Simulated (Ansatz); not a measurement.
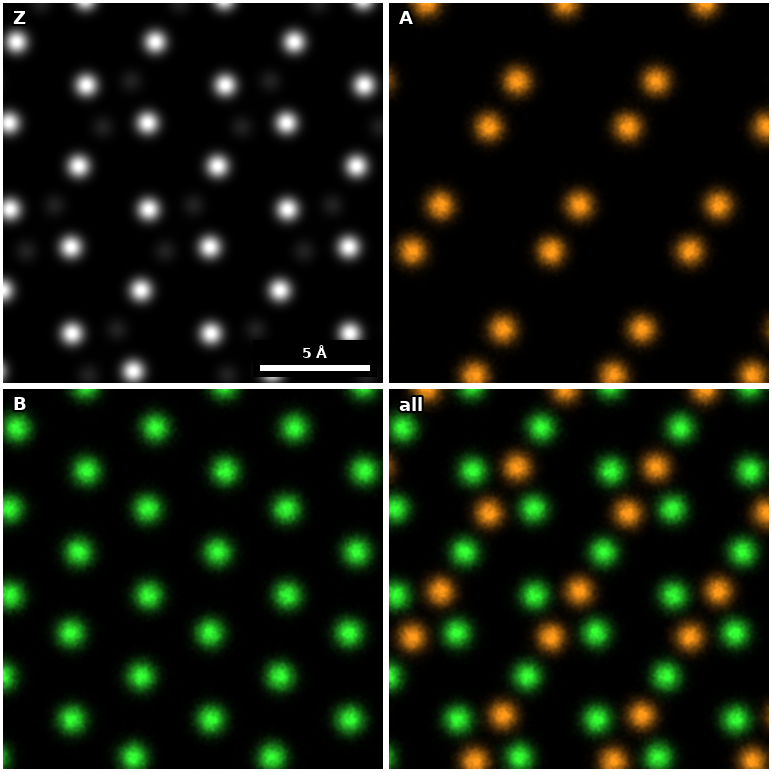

Rb3HO2 (Cmmm, No. 65) along [001]. Panel Z: Simulated incoherent Z contrast: every atom adds Z^1.7 spread by a probe of 0.75 Å full width; channelling and multiple scattering are left out. The display is stretched by a gamma of 0.8; percentages refer to the linear signal. The other panels are simulated element maps (the number of atoms of one element along the beam, blurred by 1.0 Å, with counting noise; each on its own scale, no channelling); the last overlays them. Structure used: coordinates from a relaxation with DFT, PAW plane waves, r2scan in Ansatz; the starting structure was generated, so it need not be a known form of this composition.

```xyz
12
Lattice="6.7248 0.0000 0.0000 0.0000 10.8975 0.0000 0.0000 0.0000 3.8000" Properties=species:S:1:pos:R:3 pbc="T T T"
O     4.6047    5.4488    0.0000
O     2.1201    5.4488    0.0000
Rb    0.0000    5.4488    1.9000
H     0.0000    0.0000    0.0000
Rb    0.0000    1.6583    1.9000
Rb    0.0000    9.2392    1.9000
O     1.2423    0.0000    0.0000
O     5.4825    0.0000    0.0000
Rb    3.3624    0.0000    1.9000
H     3.3624    5.4488    0.0000
Rb    3.3624    7.1071    1.9000
Rb    3.3624    3.7904    1.9000
```

**Which element does each lettered map show?**

A: O, B: Rb. The projected cell (6.40 × 6.40 Å, 117°) holds 6 columns: 3 of Rb, 2 of O and 1 of H. No column is shared by two of the mapped elements.
